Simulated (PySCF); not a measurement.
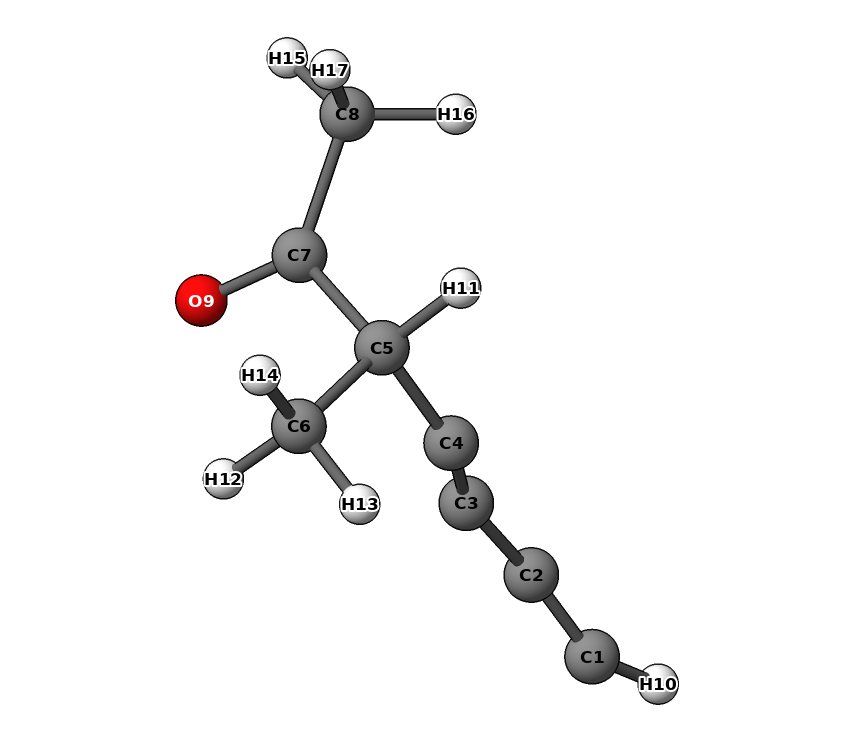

The questions are on isotropic NMR shieldings of the C atoms. Geometry: a frame of a GFN2-xTB molecular-dynamics simulation, not a minimum. Properties computed with GIAO PBE0/pcSseg-1 NMR shielding, non-relativistic, gas phase (PySCF 2.14.0).

Give the isotropic NMR shieldings of the C atoms atom by atom.

| atom | σ (ppm) |
| --- | --- |
| C1 | 111.2 |
| C2 | 102.9 |
| C3 | 103.5 |
| C4 | 95.1 |
| C5 | 147.2 |
| C6 | 165.4 |
| C7 | −22.7 |
| C8 | 152.0 |
